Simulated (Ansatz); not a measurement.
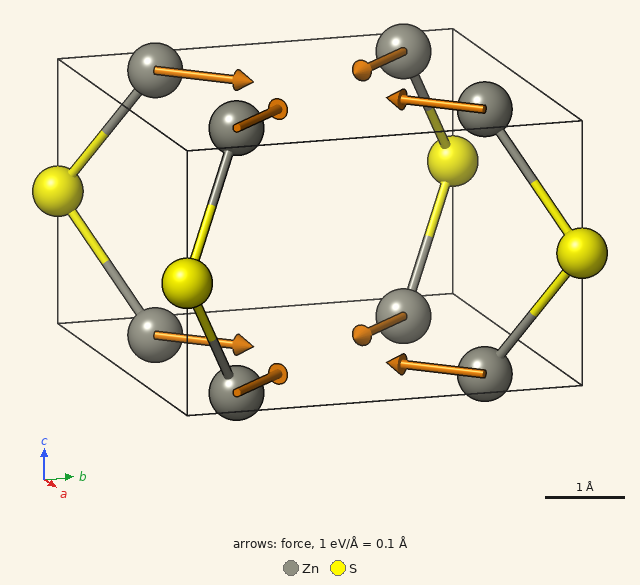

Starting geometry of solid Zn4S (a generated structure, set up in P4/mmm) (coarse preliminary run) with the computed forces as orange arrows. Style: ball-and-stick. Shown: the cell of the calculation, slightly off an axis.

Level of theory: DFT PBE, scalar-relativistic, plane waves, PAW (Ansatz).

Input file:
```yaml
crystal:
  lattice:
    - [5.26227301, 0.0, 0.0]
    - [0.0, 5.26227301, 0.0]
    - [0.0, 0.0, 3.4480279]
  atoms:
    - { symbol: Zn, position: [0.81428483, 0.81428483, 0.0] }
    - { symbol: Zn, position: [0.18571517, 0.18571517, 0.0] }
    - { symbol: Zn, position: [0.18571517, 0.81428483, 0.0] }
    - { symbol: Zn, position: [0.81428483, 0.18571517, 0.0] }
    - { symbol: S, position: [0.0, 0.0, 0.5] }
basis:
  ecutwfc: 420
kpoints:
  mp_grid: { grid: [4, 4, 6] }
hamiltonian:
  xc: pbe
scf:
  occupations: { method: gaussian, width: 0.1 }
  lower_state_search: "off"
output:
  forces: true
  stress: true
  eigenvalues: true
relax:
  adjacent_minimum: "off"
  f_tol: 0.04
  max_steps: 70
  cell: { stress_tol: 0.4 }
```

Launched with:
```bash
ansatz run input.yaml --threads 1 --pin off --max-ram 2560MiB --backend cpu --events-out ev --progress --plain --runs-dir out
```

What follows when this structure is relaxed?

It isn't relaxed: the largest force vector, on Zn atoms, is 14.10 eV/Å. The atoms end up moving mostly along the starting forces (cosine between the two patterns 1.00). Over 7 accepted moves (8 points after the start) the energy falls by 2228 meV per atom. Largest force component: 10 eV/Å at the start, 0.0012 eV/Å at the end. Pressure: 51.19 GPa at the start and −0.04 GPa at the end. At 1 point the geometry stayed and the basis and grid were re-selected for the new cell (energy shift of 0.2 meV per atom at most each time). The largest moves relative to the cell, 0.60 Å, are those of Zn1, Zn2, Zn3 and Zn4. Zn2 goes along [1 1 0]. S stays in place. The volume changes by +2.7 %, with a = b 5.262 → 5.366 Å (+2.0 %), c 3.448 → 3.405 Å (−1.2 %). Near-neighbour distances that change, for instance: Zn1–Zn3 1.955 → 2.834 Å, Zn1–S5 2.210 → 2.630 Å. Bonds break: Zn1–Zn3 (1.95 → 2.83 Å), Zn1–Zn4 (1.95 → 2.83 Å), Zn2–Zn3 (1.95 → 2.83 Å), Zn2–Zn4 (1.95 → 2.83 Å). Bond angles that change, for instance: S5–Zn4–S5 102.6° → 80.7°. The space group stays P4/mmm (No. 123). Cost: 59 s on 1 thread of Intel(R) Xeon(R) Processor @ 2.70GHz, with other jobs on the host, peak memory 0.41 GiB.
